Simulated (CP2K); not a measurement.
Consider acetylacetylene at its PBE geometry (Å).

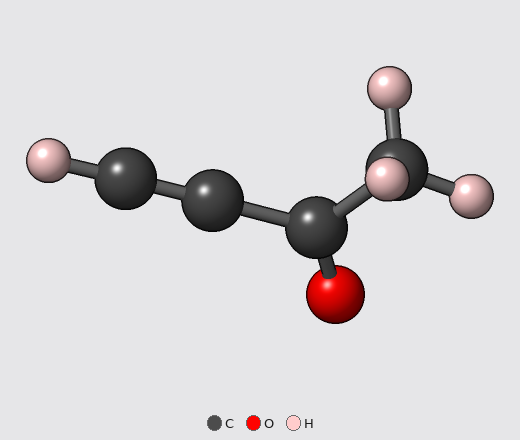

The molecule (carbon dark grey, oxygen red, hydrogen pink).

```xyz
9

C     2.2035    0.6280   -0.1353
C     1.1599    0.0405    0.0657
C    -0.0849   -0.6744    0.3077
C    -1.3549    0.0283   -0.1082
O    -0.0715   -1.7902    0.8251
H     3.1341    1.1296   -0.3052
H    -1.4406    0.9947    0.4100
H    -1.3279    0.2475   -1.1858
H    -2.2177   -0.6040    0.1261
```

Method: CP2K XAS_TDP, all-electron GAPW, PBEh(45%), aug-cc-pVDZ, TDA, no relativity.

Question: Where do the C K-edge lines lie, and how strong are they?

Leading lines: C1 281.00 eV, C2 281.19 eV, C3 282.06 eV and C4 284.86 eV. The leading line of an atom is its first one with 35 % of the strongest within 2.5 eV of its lowest line over the strength cut. 

The first six lines of each atom with a strength over 0.0015:

```
                    atom  energy (eV)  states  strength, one atom
  C1 (bonded to C and H)       281.00       1              0.0471
                               282.44       1              0.0480
                               284.91       1              0.0070
                               285.53       1              0.0045
                               286.26       1              0.0059
                               286.36       1              0.0043
      C2 (bonded to 2 C)       281.19       1              0.0217
                               282.05       1              0.0536
                               284.75       1              0.0357
                               286.29       1              0.0035
                               286.50       1              0.0015
                               288.28       1              0.0028
C3 (bonded to 2 C and O)       282.06       1              0.0631
                               287.23       1              0.0020
                               287.71       1              0.0025
                               288.28       1              0.0109
                               288.52       1              0.0026
                               288.98       1              0.0025
C4 (bonded to C and 3 H)       284.13       1              0.0076
                               284.86       1              0.0263
                               284.90       1              0.0114
                               285.33       1              0.0150
                               286.19       1              0.0016
                               286.31       1              0.0100
```

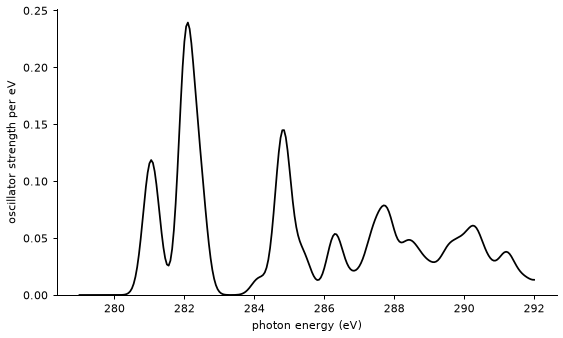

All atoms added, broadened by 0.5 eV.

Lines are vertical, at one geometry, with no vibrational structure. Without a correction of the core level, line positions, and the gaps between valence and Rydberg lines, follow the share of exact exchange. At this level such K lines come out 3 to 6 eV under measured ones. These values hold no scalar relativity, about 0.1 eV for C 1s. Rydberg lines, and the discretised continuum above threshold, depend on the basis and the box.

[Banner, clock and machine lines of the logs are left out without a mark of their own.]

[Logs are printed without paths, hosts, clocks, repeated set-up lines and the standing remarks that a program may print on its own settings, such as how far it seeks lower states.]

[Hosts, paths, dates, database ids (printed as entryN), source tags and the programs' standing remarks are cut or masked in the printed files.]
